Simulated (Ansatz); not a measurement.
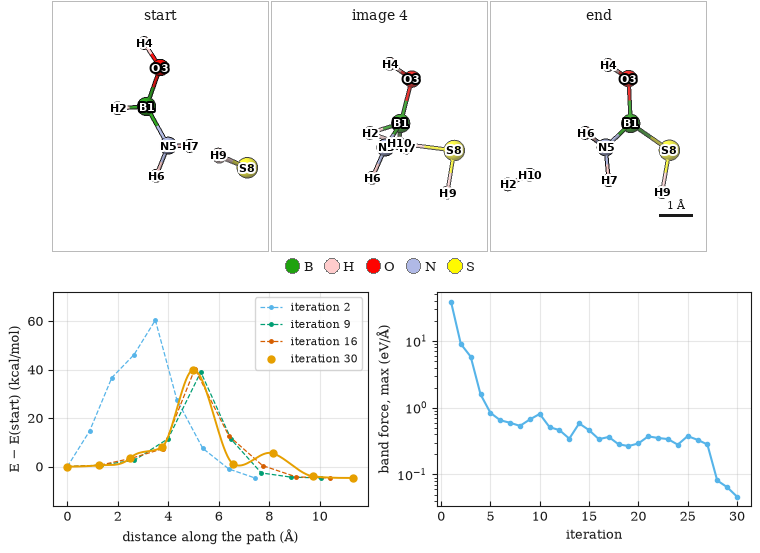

A nudged-elastic-band calculation for BNH₆SO, made up at the start of BNH₄O and H₂S. Images are numbered from 0 (start) to 8 (end). The plot follows the band through its iterations. Style: ball-and-stick. Shown from a free direction.

Method: RKS PBE/6-31G* (Ansatz). Set-up: 7 movable images; climbing image; force threshold 0.05 eV/Å; iteration limit 55; starting path through a guess of the saddle point.

Q: Did the band converge, and can the barrier be trusted?

A: The run is converged, with reservations. The band converged in 30 iterations. The largest component of the band force went from 39 to 0.047 eV/Å. The climbing image converged on the top of the path. Its vibrational analysis gives one imaginary mode (876i cm⁻¹), as a transition state must have. The first iteration put the highest image at 228.6 kcal/mol. The energy climbs by 40.0 kcal/mol to image 4 and then falls by 44.6 kcal/mol, so the end point sits at −4.7 kcal/mol. The profile has 2 maxima (images 4, 6) with a dip at image 5 (+1.0 kcal/mol), so the process runs in steps.

Limits of the set-up: the start holds two separate molecules, 2.2 Å apart at their closest, whose relative position is a soft coordinate and is computed without a dispersion correction.
